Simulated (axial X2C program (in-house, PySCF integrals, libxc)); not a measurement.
# RuAs: properties at the nuclei

Wanted for RuAs: properties at the nuclei, at the two-component level.

Method: two-component X2C with atomic mean-field terms, Ru dyall-cv3z, As dyall-cv3z; program: an in-house X2C program for linear molecules on PySCF integrals.

All values are calculated.

**1. Set-up**

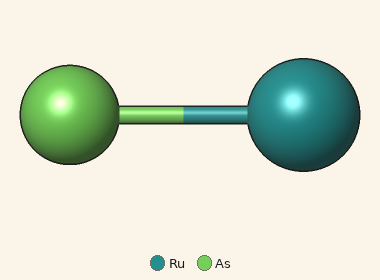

The two atoms at 2.460 Å (ruthenium teal, arsenic green).

File task.json:

```json
{"zs": [44, 33], "q": 0, "bas": ["dyall-cv3z", "dyall-cv3z"], "r0": 2.46, "levels": ["PBE0", "HF", "BP86", "PBE", "B3LYP"], "nst": 3}
```

Keys: zs atomic numbers; q charge; bas basis sets; r0 starting distance in Å; levels methods (HF also brings MP2); nst determinants followed.

The run is started by

```sh
python soeom.py task.json out
```

The runs that follow: Expectation values, lowest determinant; Expectation values, a higher determinant; Expectation values, a higher determinant.

Q: Predict the outcome of this session. Wanted: lowest determinant; Eeff magnitude; Ws magnitude Ru; A∥/gI Ru; qzz Ru; higher determinant (for each run or level that gives them).

**Answer**, as computed:

```
                                        quantity                                                      value
                              lowest determinant                    Ω = 5/2 (excess of +ω over −ω: ω = 5/2)
                    Eeff magnitude (GV/cm), PBE0                                                       2.04
                     Ws magnitude Ru (kHz), PBE0                                                      0.189
                            A∥/gI Ru (MHz), PBE0                                                        927
                             qzz Ru (a.u.), PBE0                                                       1.29
                              higher determinant  Ω = 9/2 (excess of +ω over −ω: ω = 1/2, ω = 3/2, ω = 5/2)
Eeff magnitude (GV/cm), PBE0, higher determinant                                                       2.45
 Ws magnitude Ru (kHz), PBE0, higher determinant                                                      0.189
        A∥/gI Ru (MHz), PBE0, higher determinant                                                        600
         qzz Ru (a.u.), PBE0, higher determinant                                                       1.31
                              higher determinant                    Ω = 3/2 (excess of +ω over −ω: ω = 3/2)
Eeff magnitude (GV/cm), PBE0, higher determinant                                                       1.99
 Ws magnitude Ru (kHz), PBE0, higher determinant                                                      0.335
        A∥/gI Ru (MHz), PBE0, higher determinant                                                       -222
         qzz Ru (a.u.), PBE0, higher determinant                                                       1.19
```

**Reading.** In the first state, the effective field runs from 1.4 to 3.18 GV/cm over the mean-field levels, so the levels don't agree on it. The expectation values come from single determinants, which for open shells can mix terms of unlike spin or miss the lowest Ω, so a determinant need not be a state. Eeff is the effective electric field on the electron dipole moment in this Ω state and Ws the scalar–pseudoscalar constant (defined with the proton number Z and per Ω); A∥ is the parallel hyperfine constant, which follows by multiplying with the nuclear g factor gI = μI/(I μN); qzz is the electric field gradient, eQq0 = 234.96 MHz × Q/barn × qzz; μ is positive if As is the positive end. The operators were transformed with the bare-nucleus X2C matrices.
